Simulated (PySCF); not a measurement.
```yaml
atoms:
  - { symbol: C, position_ang: [3.3370, -0.0240, -0.1384] }
  - { symbol: C, position_ang: [1.9485, -0.2139, -0.4968] }
  - { symbol: C, position_ang: [0.7805, -0.3808, -0.7417] }
  - { symbol: P, position_ang: [-0.8834, -0.5945, -1.2984] }
  - { symbol: C, position_ang: [-1.2528, -2.1535, -0.3558] }
  - { symbol: C, position_ang: [-1.6880, 0.6060, -0.1098] }
  - { symbol: C, position_ang: [-1.3708, 2.0476, -0.4802] }
  - { symbol: H, position_ang: [3.4791, -0.1857, 0.9307] }
  - { symbol: H, position_ang: [3.6486, 0.9908, -0.3874] }
  - { symbol: H, position_ang: [3.9612, -0.7283, -0.6888] }
  - { symbol: H, position_ang: [-0.9737, -2.0578, 0.6927] }
  - { symbol: H, position_ang: [-2.3168, -2.3738, -0.4320] }
  - { symbol: H, position_ang: [-0.6956, -2.9755, -0.8018] }
  - { symbol: H, position_ang: [-2.7680, 0.4350, -0.1556] }
  - { symbol: H, position_ang: [-1.3500, 0.3917, 0.9084] }
  - { symbol: H, position_ang: [-1.8398, 2.7365, 0.2205] }
  - { symbol: H, position_ang: [-1.7300, 2.2743, -1.4822] }
  - { symbol: H, position_ang: [-0.2949, 2.2122, -0.4597] }
```

Geometry: GFN2-xTB.

Level of theory: wB97X-D/def2-SVPD, SCF density, gas phase (PySCF 2.14.0).

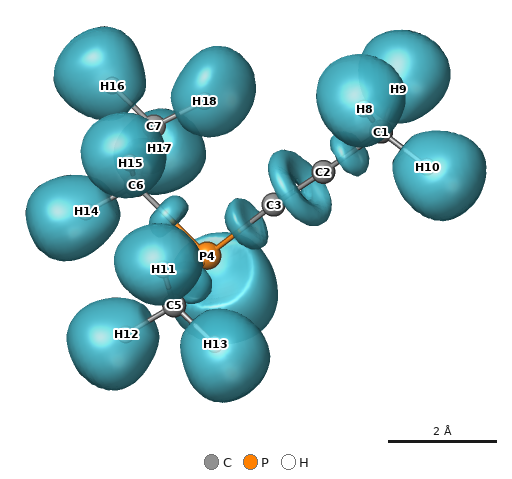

C6H11P (SMILES CC#CP(C)CC). Isosurface of the ELF at 0.85 (cyan), seen at a tilt. Only the valence region is drawn (cores and ρ < 0.01 e/Å³ removed).

> Where are the electrons localised?

At this value the surface marks out three regions between bonded C–C atoms (shared pairs), three regions between bonded C–P atoms (shared pairs), eleven regions around hydrogen nuclei and one lobe on P, pointing away from the bonds (lone pairs).

Values along the shortest contacts:
C–C (1.21 Å): the ELF peaks at about 0.85 between the atoms: a multiple bond. C–P (1.77 Å): the ELF peaks at about 0.95 between the atoms (localised, covalent bonding).
